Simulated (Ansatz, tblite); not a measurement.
# The cluster ZrH2O3: spin-state energies by level

Aim: set other spin states of the cluster ZrH2O3 against its singlet, on many levels of theory.

Method: as each input shows; program: Ansatz 0.2.0, Gaussian basis.

The runs, in order: triplet, at the geometry of the singlet (GFN1-xTB, GFN2-xTB, PBE0-D4/def2-TZVP, PBE-D4/def2-TZVP, r2SCAN-D4/def2-TZVP); the singlet's energies come from earlier runs.

### 1 The relaxed structure

The singlet was relaxed beforehand with PBE-D4/def2-TZVP. At that level it is the lowest of the isomers that a small search found.

6 atoms, charge 0, spin multiplicity 1.

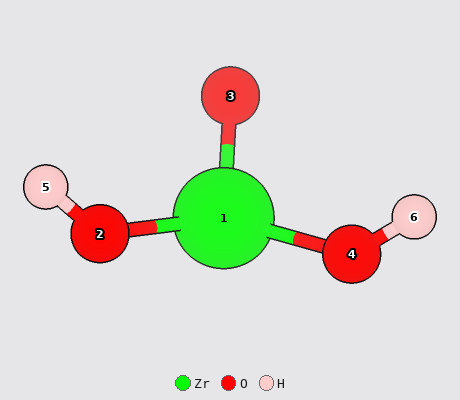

The structure; zirconium green, oxygen red, hydrogen pink; atoms are numbered from 1 in the order of the file.

As a file:

```xyz
6
H2O3Zr
Zr   -0.3268    0.4322    0.3736
O    -0.8032    0.4615   -1.5501
O    -1.2223   -0.8224    1.2418
O     1.6182    0.3146    0.7368
H    -1.4051   -0.0854   -2.0749
H     2.1392   -0.3005    1.2728
```

Zr takes a core potential in the def2 sets. No spin-orbit coupling is included.

### 2 Triplet at the fixed geometry, GFN1-xTB

Tight binding, by tblite at 300 K electronic temperature and without a spin-polarisation term:

```python
tblite.interface.Calculator('GFN1-xTB', numbers, positions, charge=0, uhf=2).singlepoint()
```

Energy -449.2964 eV; 0.004 s.

### 3 Triplet at the fixed geometry, GFN2-xTB

Tight binding, by tblite at 300 K electronic temperature and without a spin-polarisation term:

```python
tblite.interface.Calculator('GFN2-xTB', numbers, positions, charge=0, uhf=2).singlepoint()
```

Energy -399.8048 eV; 0.003 s.

### 4 Triplet at the fixed geometry, PBE0-D4/def2-TZVP

in.yaml reads:

```yaml
crystal:
  periodic: [false, false, false]
  atoms:
    - {symbol: Zr, position_ang: [-0.326754, 0.432205, 0.373632]}
    - {symbol: O, position_ang: [-0.803173, 0.461483, -1.550105]}
    - {symbol: O, position_ang: [-1.222339, -0.822379, 1.241781]}
    - {symbol: O, position_ang: [1.618223, 0.314583, 0.736834]}
    - {symbol: H, position_ang: [-1.405134, -0.085430, -2.074909]}
    - {symbol: H, position_ang: [2.139176, -0.300452, 1.272757]}
basis:
  gaussian: {orbitals: def2-TZVP}
magnetization: {spin_polarized: true, initial_magnetization: 2}
hamiltonian: {xc: pbe0, dispersion: d4}
scf: {omitted_lower_state_checks: [starts]}
output: {orbitals: {seedname: orbitals}}
```

The run is started by

```console
> ansatz run in.yaml --threads 4 --pin off --events-out ev --progress --plain --max-ram 3916MiB
```

Standard output:

```text
Functional definition: PBE0
  name "PBE0"
  cite "Adamo & Barone, J. Chem. Phys. 110, 6158 (1999) doi:10.1063/1.478522"
  cite "Perdew, Burke & Ernzerhof, Phys. Rev. Lett. 77, 3865 (1996) doi:10.1103/PhysRevLett.77.3865"
  parent pbe
  parameter a = 0.25
  parameter kappa = 0.804
  parameter beta = 0.06672455060314922
  exchange = (1 - a)*pbe_x(kappa = kappa, mu = beta*pi^2/3) + a*exact_x
  correlation = pbe_c(beta = beta)
these checks for a lower state are left out or cut short: starts
940 factors; their error is unknown
mean field evaluation 1: about -7438.6118 eV, gradient 6.0e1 eV
mean field evaluation 2: about -7383.5035 eV, gradient 1.3e2 eV
mean field evaluation 4: about -7449.8401 eV, gradient 1.3e1 eV
mean field evaluation 8: about -7450.5600 eV, gradient 4.1e-1 eV
mean field evaluation 16: about -7450.6012 eV, gradient 4.2e-2 eV
mean field -7450.60193488 eV, -273.8045709075 hartree, gradient 2.8e-6 eV, S^2 2.004881; 0 other end points of the search recorded, 0 dependent functions left out
reference -7450.60198632 eV, -273.8045727979 hartree; 20, 18 occupied and 125, 127 virtual orbitals, 940 factors
Total energy: -7450.69773743 eV, -273.8080915864 hartree
Checks for a lower state left out: starts
```

It took 7 s on 4 threads of Arm Neoverse V1, shared host.

Report: HOMO -4.65 eV, LUMO -6.36 eV (over both spins; with the spin held, an empty level of the minority spin lies below the top filled one); ⟨S²⟩ 2.005 (pure: 2.00).

### 5 Triplet at the fixed geometry, PBE-D4/def2-TZVP

start.molden holds the orbitals of an earlier run on this state, given as this run's starting guess.

in.yaml: that of step 4 with these lines changed.

```diff
@@ -10,5 +10,5 @@
 basis:
-  gaussian: {orbitals: def2-TZVP}
+  gaussian: {orbitals: def2-TZVP, initial_orbitals: start.molden}
 magnetization: {spin_polarized: true, initial_magnetization: 2}
-hamiltonian: {xc: pbe0, dispersion: d4}
+hamiltonian: {xc: pbe, dispersion: d4}
 scf: {omitted_lower_state_checks: [starts]}
```

The command is unchanged.

Standard output:

```text
Functional definition: PBE
  name "PBE"
  cite "Perdew, Burke & Ernzerhof, Phys. Rev. Lett. 77, 3865 (1996) doi:10.1103/PhysRevLett.77.3865"
  parent pbe
  parameter kappa = 0.804
  parameter beta = 0.06672455060314922
  exchange = pbe_x(kappa = kappa, mu = beta*pi^2/3)
  correlation = pbe_c(beta = beta)
these checks for a lower state are left out or cut short: starts
862 factors; their error is unknown
mean field evaluation 1: about -7451.5055 eV, gradient 6.5e0 eV
mean field evaluation 2: about -7451.7925 eV, gradient 3.2e0 eV
mean field evaluation 4: about -7451.8427 eV, gradient 2.3e-1 eV
mean field evaluation 8: about -7451.8502 eV, gradient 2.5e-5 eV
mean field evaluation 16: about -7451.8502 eV, gradient 9.9e-6 eV
mean field -7451.85015882 eV, -273.8504422912 hartree, gradient 1.0e-5 eV, S^2 2.003145; 0 other end points of the search recorded, 0 dependent functions left out
reference -7451.85022867 eV, -273.8504448581 hartree; 20, 18 occupied and 125, 127 virtual orbitals, 862 factors
Total energy: -7451.96313476 eV, -273.8545940802 hartree
Checks for a lower state left out: starts
```

It took 5.5 s on 4 threads of Arm Neoverse V1, shared host.

Report: HOMO -3.50 eV, LUMO -7.57 eV (over both spins; with the spin held, an empty level of the minority spin lies below the top filled one); ⟨S²⟩ 2.003 (pure: 2.00).

### 6 Triplet at the fixed geometry, r2SCAN-D4/def2-TZVP

in.yaml: that of step 5 with these lines changed.

```diff
@@ -12,3 +12,3 @@
 magnetization: {spin_polarized: true, initial_magnetization: 2}
-hamiltonian: {xc: pbe, dispersion: d4}
+hamiltonian: {xc: r2scan, dispersion: d4}
 scf: {omitted_lower_state_checks: [starts]}
```

Same command.

Standard output, shortened:

```text
Functional definition: r2SCAN
  name "r2SCAN"
  cite "Furness, Kaplan, Ning, Perdew & Sun, J. Phys. Chem. Lett. 11, 8208 (2020) doi:10.1021/acs.jpclett.0c02405"
  cite "Furness, Kaplan, Ning, Perdew & Sun, J. Phys. Chem. Lett. 11, 9248 (2020) doi:10.1021/acs.jpclett.0c03077"
  parent r2scan
[...]
862 factors; their error is unknown
[...]
mean field -7455.44866506 eV, -273.9826849563 hartree, gradient 5.4e-6 eV, S^2 2.005850; 0 other end points of the search recorded, 0 dependent functions left out
reference -7455.44869880 eV, -273.9826861961 hartree; 20, 18 occupied and 125, 127 virtual orbitals, 862 factors
Total energy: -7455.47449499 eV, -273.9836341888 hartree
Checks for a lower state left out: starts
```

Wall time 12 s (4 threads of Arm Neoverse V1, shared host).

From the report: HOMO -3.83 eV, LUMO -7.27 eV (over both spins; with the spin held, an empty level of the minority spin lies below the top filled one); ⟨S²⟩ 2.006 (pure: 2.00).

### 7 Triplet less singlet, vertical

The singlet's energies are those of its earlier runs, whose logs aren't repeated here.

```csv
level,"triplet less singlet, vertical (eV)",time
GFN1-xTB,+4.276,0.008 s
GFN2-xTB,+3.594,0.006 s
PBE-D4/def2-TZVP,+3.651,6.6 s
r2SCAN-D4/def2-TZVP,+3.578,14 s
PBE0-D4/def2-TZVP,+3.639,8.2 s
```

Times add the two runs; a level without a time comes out of a correlated run. Tight binding without a spin term can't rank spin states.

### 8 Summary of results

| quantity | value |
| --- | --- |
| triplet less singlet, vertical, functionals in def2-TZVP | +3.578 (r2SCAN-D4) to +3.651 eV (PBE-D4) |

In words: All functionals put the triplet above the singlet, over a spread of 0.073 eV. The checks for a lower triplet were left out, so another state of that spin may lie lower. The singlet here is a closed shell; an open-shell singlet can lie lower. These are electronic energies, without zero-point motion, entropy or surroundings.
